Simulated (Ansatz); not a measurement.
Nudged elastic band of GeH$_{3}$SClO$_{2}$

GeH$_{3}$SClO$_{2}$, computed with RKS BHLYP/def2-SVP (Ansatz 0.2.0).

It belongs to a series of runs on one base structure; here: band between the two ends. Figures and captions count atoms from 1; the log counts them from 0 in places.

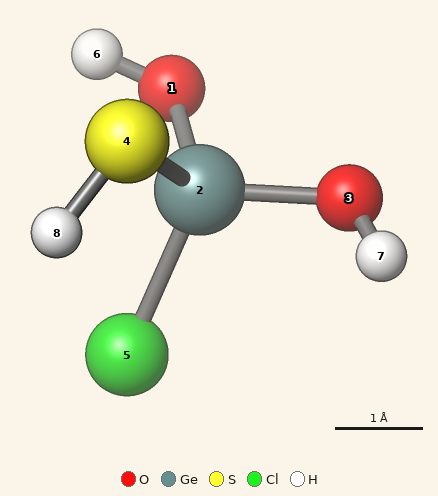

*The starting structure (ball-and-stick view, seen at a tilt; atoms are numbered from 1 in the order of the input). Sticks mark near contacts.*

Bond lengths as drawn: Cl–Ge 2.16 Å, Ge–O 1.74 Å, Ge–S 2.21 Å, H–O 0.95 Å and H–S 1.34 Å.

**Input**
```yaml
crystal:
  periodic: [false, false, false]
  atoms:
    - { symbol: O, position_ang: [-0.500014, 1.446577, 1.035044] }
    - { symbol: Ge, position_ang: [0.14491, 0.178467, 0.035513] }
    - { symbol: O, position_ang: [1.799114, 0.081423, 0.562061] }
    - { symbol: S, position_ang: [-0.963054, -1.723407, 0.242444] }
    - { symbol: Cl, position_ang: [0.066025, 0.733533, -2.046248] }
    - { symbol: H, position_ang: [-1.452693, 1.459296, 1.099875] }
    - { symbol: H, position_ang: [2.352149, -0.509668, 0.055442] }
    - { symbol: H, position_ang: [-1.354436, -1.723222, -1.040031] }
basis:
  gaussian: { orbitals: def2-SVP }
hamiltonian:
  xc: { name: BHLYP }
neb:
  order_check: false
  images: 5
  f_tol: 0.05
  max_iterations: 60
  initial_path: idpp
  final_atoms:
    - { symbol: O, position_ang: [-0.97286058, 1.19588479, 0.96900534] }
    - { symbol: Ge, position_ang: [-0.04859239, 0.0843956, 0.00218221] }
    - { symbol: O, position_ang: [1.5745316, 0.19402749, 0.64080576] }
    - { symbol: S, position_ang: [-0.91000992, -1.93324355, 0.10415563] }
    - { symbol: Cl, position_ang: [-0.03311574, 0.70764497, -2.06106653] }
    - { symbol: H, position_ang: [-0.47109381, 1.95205451, 1.27191528] }
    - { symbol: H, position_ang: [2.23409733, -0.33903277, 0.20113646] }
    - { symbol: H, position_ang: [-1.28095549, -1.91873204, -1.18403413] }
```

Run as:
```bash
ansatz run input.yaml --threads 2 --pin off --max-ram 3072MiB --backend cpu --events-out ev --progress --plain --runs-dir out
```

**Log**
```
Engine: ansatz 0.2.0, aarch64-unknown-linux-gnu
Functional definition: BHLYP
  parameter a = 0.5
  exchange = (1 - a)*b88_x + a*exact_x
  correlation = lyp_c
1117 factors; integrals over basis functions are off by at most 2.9e-4 eV
mean field evaluation 1: about -83995.6872 eV, gradient 6.0e1 eV
mean field evaluation 2: about -83991.4295 eV, gradient 7.8e1 eV
mean field evaluation 4: about -84002.0796 eV, gradient 1.4e0 eV
mean field evaluation 8: about -84002.1215 eV, gradient 3.2e-2 eV
mean field evaluation 16: about -84002.1215 eV, gradient 3.6e-5 eV
mean field -84002.12150242 eV, -3087.0210265309 hartree, gradient 3.6e-5 eV, S^2 0.000000; 0 other end points of the search recorded, 0 dependent functions left out
the calculation of the forces begins
reference -84002.12165412 eV, -3087.0210321059 hartree; 42, 42 occupied and 69, 69 virtual orbitals, 1117 factors
1117 factors; integrals over basis functions are off by at most 3.0e-4 eV
mean field evaluation 32: about -84002.1578 eV, gradient 3.6e-5 eV
mean field -84002.15776123 eV, -3087.0223590176 hartree, gradient 3.6e-5 eV, S^2 0.000000; 0 other end points of the search recorded, 0 dependent functions left out
[... from here on the field's lines of each further geometry are left out, up to the last ...]
NEB iter   1: max|band force component| = 1.405e0 eV/Å  barrier→ = 0.4528 eV  barrier← = 0.4890 eV  Δτ_max = 0.1520 Å  (189 SCF iters)
NEB iter   2: max|band force component| = 8.468e-1 eV/Å  barrier→ = 0.3667 eV  barrier← = 0.4030 eV  Δτ_max = 0.1917 Å  (156 SCF iters)
NEB iter   3: max|band force component| = 7.073e-1 eV/Å  barrier→ = 0.3411 eV  barrier← = 0.3773 eV  Δτ_max = 0.1315 Å  (156 SCF iters)
NEB iter   4: max|band force component| = 7.684e-1 eV/Å  barrier→ = 0.3179 eV  barrier← = 0.3542 eV  Δτ_max = 0.0671 Å  (158 SCF iters)
NEB iter   5: max|band force component| = 6.919e-1 eV/Å  barrier→ = 0.2712 eV  barrier← = 0.3074 eV  Δτ_max = 0.0673 Å  (157 SCF iters)
NEB iter   6: max|band force component| = 6.239e-1 eV/Å  barrier→ = 0.1942 eV  barrier← = 0.2305 eV  Δτ_max = 0.0669 Å  (156 SCF iters)
NEB iter   7: max|band force component| = 5.168e-1 eV/Å  barrier→ = 0.1350 eV  barrier← = 0.1712 eV  Δτ_max = 0.1365 Å  (156 SCF iters)
NEB iter   8: max|band force component| = 2.189e-1 eV/Å  barrier→ = 0.0489 eV  barrier← = 0.0852 eV  CI = image 3  Δτ_max = 0.1993 Å  (159 SCF iters)
NEB iter   9: max|band force component| = 8.562e-1 eV/Å  barrier→ = 0.1835 eV  barrier← = 0.2197 eV  CI = image 2  Δτ_max = 0.1016 Å  (163 SCF iters)
NEB iter  10: max|band force component| = 3.971e-1 eV/Å  barrier→ = 0.0483 eV  barrier← = 0.0845 eV  CI = image 2  Δτ_max = 0.1958 Å  (155 SCF iters)
NEB iter  11: max|band force component| = 3.371e-1 eV/Å  barrier→ = 0.0482 eV  barrier← = 0.0845 eV  CI = image 2  Δτ_max = 0.1001 Å  (155 SCF iters)
NEB iter  12: max|band force component| = 1.111e-1 eV/Å  barrier→ = 0.0144 eV  barrier← = 0.0506 eV  CI = image 2  Δτ_max = 0.0510 Å  (162 SCF iters)
NEB iter  13: max|band force component| = 1.105e-1 eV/Å  barrier→ = 0.0134 eV  barrier← = 0.0497 eV  CI = image 2  Δτ_max = 0.0873 Å  (161 SCF iters)
NEB iter  14: max|band force component| = 1.391e-1 eV/Å  barrier→ = 0.0157 eV  barrier← = 0.0520 eV  CI = image 2  Δτ_max = 0.0340 Å  (158 SCF iters)
NEB iter  15: max|band force component| = 1.208e-1 eV/Å  barrier→ = 0.0139 eV  barrier← = 0.0501 eV  CI = image 2  Δτ_max = 0.0444 Å  (150 SCF iters)
NEB iter  16: max|band force component| = 3.305e-2 eV/Å  barrier→ = 0.0133 eV  barrier← = 0.0496 eV  CI = image 2  Δτ_max = 0.0628 Å  (155 SCF iters)
NEB iter  17: max|band force component| = 4.938e-2 eV/Å  barrier→ = 0.0119 eV  barrier← = 0.0481 eV  CI = image 2  Δτ_max = 0.0632 Å  (32 SCF iters)
NEB iter  18: max|band force component| = 4.413e-2 eV/Å  barrier→ = 0.0114 eV  barrier← = 0.0477 eV  CI = image 2  Δτ_max = 0.0315 Å  (32 SCF iters)
the calculation of the forces begins
reference -84002.15385627 eV, -3087.0222155130 hartree; 42, 42 occupied and 69, 69 virtual orbitals, 1117 factors
1117 factors; integrals over basis functions are off by at most 2.8e-4 eV
mean field evaluation 736: about -84002.1107 eV, gradient 1.2e-1 eV
mean field -84002.11076886 eV, -3087.0206320798 hartree, gradient 9.5e-6 eV, S^2 0.000000; 1 other end points of the search recorded, 0 dependent functions left out
the calculation of the forces begins
reference -84002.11092024 eV, -3087.0206376429 hartree; 42, 42 occupied and 69, 69 virtual orbitals, 1117 factors
NEB iter  19: max|band force component| = 4.758e-2 eV/Å  barrier→ = 0.0107 eV  barrier← = 0.0470 eV  CI = image 2  Δτ_max = 0.0000 Å  (170 SCF iters)
```

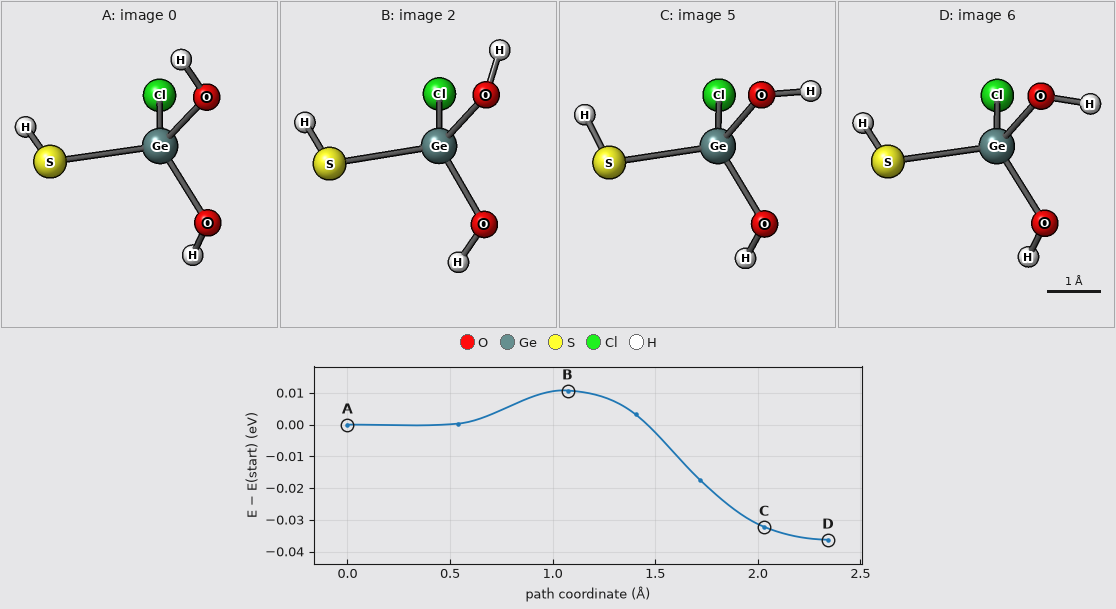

*Images of the last band (counted from 0; ball-and-stick, seen at a tilt) above the energy along the path; the line is a cubic interpolation that uses the forces.*

The highest image is number 2, 0.011 eV above the start and 0.047 eV above the end (the climbing image); the end lies 0.036 eV below the start. The path is 2.34 Å long. The band converged in 19 iterations.

```
Total energy: -84002.11092024 eV, -3087.0206376429 hartree
Atom 0 at    -0.781628     1.156602     1.184308 Å, force    -0.008158     0.006947     0.030191 eV/Å
Atom 1 at     0.082135     0.126276     0.081480 Å, force    -0.001262     0.011419     0.007108 eV/Å
Atom 2 at     1.751025     0.275484     0.556160 Å, force    -0.014577    -0.018694    -0.025166 eV/Å
Atom 3 at    -0.551862    -1.986450     0.126603 Å, force     0.010417     0.003695    -0.008927 eV/Å
Atom 4 at    -0.238501     0.880679    -1.915162 Å, force     0.000578     0.003021    -0.001527 eV/Å
Atom 5 at    -1.350467     1.806866     0.777309 Å, force     0.003912    -0.004962    -0.020319 eV/Å
Atom 6 at     2.321411    -0.408080     0.209131 Å, force     0.014541     0.002716     0.014412 eV/Å
Atom 7 at    -1.140113    -1.908377    -1.075729 Å, force    -0.005451    -0.004142     0.004228 eV/Å
Dipole moment:    -0.107651    -0.172018    -0.315995 e Å
this run last wrote the band of iteration 19 to [file]; this run last wrote the band within `neb.f_tol` of iteration 18 to [file]
```

**The last band as extended XYZ (Å, eV, eV/Å)**
```
8
Properties=species:S:1:pos:R:3:forces:R:3 image=0 energy=-84002.12150
O    -0.5000    1.4466    1.0350    0.0042  -0.0009   0.0010
Ge    0.1449    0.1785    0.0355    0.0014   0.0017   0.0037
O     1.7991    0.0814    0.5621   -0.0059   0.0032   0.0000
S    -0.9631   -1.7234    0.2424   -0.0019   0.0011  -0.0070
Cl    0.0660    0.7335   -2.0462   -0.0002   0.0001  -0.0013
H    -1.4527    1.4593    1.0999   -0.0042  -0.0002  -0.0010
H     2.3521   -0.5097    0.0554    0.0051  -0.0041  -0.0019
H    -1.3544   -1.7232   -1.0400    0.0016  -0.0010   0.0065
8
Properties=species:S:1:pos:R:3:forces:R:3 image=1 energy=-84002.12123
O    -0.5536    1.3693    1.1400    0.0039  -0.0030  -0.0033
Ge    0.1100    0.1907    0.0473   -0.0050   0.0025  -0.0157
O     1.7975    0.1841    0.4660    0.0033  -0.0003   0.0045
S    -0.8176   -1.8091    0.2187    0.0024   0.0050   0.0076
Cl   -0.1718    0.8466   -1.9879    0.0017  -0.0021   0.0054
H    -1.4502    1.6389    0.9516   -0.0019  -0.0048   0.0035
H     2.2731   -0.6001    0.1995   -0.0059  -0.0006   0.0000
H    -1.0953   -1.8775   -1.0910    0.0015   0.0033  -0.0020
8
Properties=species:S:1:pos:R:3:forces:R:3 image=2 energy=-84002.11077
O    -0.7816    1.1566    1.1843   -0.0082   0.0069   0.0302
Ge    0.0821    0.1263    0.0815   -0.0013   0.0114   0.0071
O     1.7510    0.2755    0.5562   -0.0146  -0.0187  -0.0252
S    -0.5519   -1.9865    0.1266    0.0104   0.0037  -0.0089
Cl   -0.2385    0.8807   -1.9152    0.0006   0.0030  -0.0015
H    -1.3505    1.8069    0.7773    0.0039  -0.0050  -0.0203
H     2.3214   -0.4081    0.2091    0.0145   0.0027   0.0144
H    -1.1401   -1.9084   -1.0757   -0.0055  -0.0041   0.0042
8
Properties=species:S:1:pos:R:3:forces:R:3 image=3 energy=-84002.11830
O    -0.9954    1.0068    1.1477   -0.0457  -0.0070   0.0164
Ge    0.0295    0.1090    0.0677    0.0178  -0.0058   0.0062
O     1.6716    0.3937    0.5831   -0.0129  -0.0011  -0.0016
S    -0.4321   -2.0421    0.0964    0.0108  -0.0207  -0.0184
Cl   -0.2660    0.8755   -1.9267    0.0063  -0.0048   0.0007
H    -1.2638    1.8701    0.8392    0.0398   0.0209  -0.0076
H     2.3015   -0.2560    0.2754    0.0032   0.0233  -0.0024
H    -0.9532   -2.0141   -1.1387   -0.0194  -0.0047   0.0067
8
Properties=species:S:1:pos:R:3:forces:R:3 image=4 energy=-84002.13887
O    -1.1640    0.8909    1.0488   -0.0486  -0.0218   0.0156
Ge    0.0020    0.0838    0.0433    0.0029  -0.0023  -0.0216
O     1.5817    0.4984    0.6587   -0.0038   0.0156   0.0207
S    -0.3161   -2.0892    0.0595    0.0035  -0.0047  -0.0032
Cl   -0.2039    0.8251   -1.9715    0.0134  -0.0092  -0.0075
H    -1.2156    1.8395    0.9447    0.0529   0.0093   0.0038
H     2.3030   -0.0226    0.3103   -0.0054   0.0178  -0.0105
H    -0.8951   -2.0829   -1.1498   -0.0149  -0.0046   0.0027
8
Properties=species:S:1:pos:R:3:forces:R:3 image=5 energy=-84002.15370
O    -1.2757    0.8309    0.9534   -0.0093  -0.0044  -0.0066
Ge   -0.0269    0.0638    0.0169   -0.0034   0.0039  -0.0010
O     1.4866    0.5836    0.7167   -0.0060   0.0027   0.0036
S    -0.2605   -2.1182    0.0528   -0.0031  -0.0010   0.0005
Cl   -0.1354    0.7493   -2.0247    0.0076  -0.0073  -0.0024
H    -1.1603    1.7717    1.0804    0.0198  -0.0017   0.0116
H     2.2726    0.2135    0.3190   -0.0022   0.0118  -0.0031
H    -0.8085   -2.1517   -1.1705   -0.0033  -0.0040  -0.0026
8
Properties=species:S:1:pos:R:3:forces:R:3 image=6 energy=-84002.15776
O    -1.1128    1.0839    0.9493    0.0016   0.0010   0.0002
Ge   -0.0586    0.0771    0.0008   -0.0049  -0.0037  -0.0014
O     1.5346    0.3728    0.6555    0.0022   0.0022   0.0005
S    -0.6889   -2.0239    0.1095    0.0000  -0.0014   0.0016
Cl   -0.0900    0.6846   -2.0669    0.0016   0.0018  -0.0017
H    -0.7026    1.8937    1.2515   -0.0007   0.0008   0.0015
H     2.2548   -0.0856    0.2270    0.0004  -0.0004  -0.0002
H    -1.0445   -2.0596   -1.1826   -0.0001  -0.0003  -0.0005
```

**Key numbers**

| quantity | value |
| --- | --- |
| outcome | converged |
| barrier, forward | 0.011 eV |
| barrier, backward | 0.047 eV |
| hardware | 2 threads of Arm Neoverse V2, 24 GiB of memory available, shared host |
| wall time | 4.1 min (CPU time 8.1 min) |
| peak memory | 0.28 GiB |

The order of the saddle point was not checked.
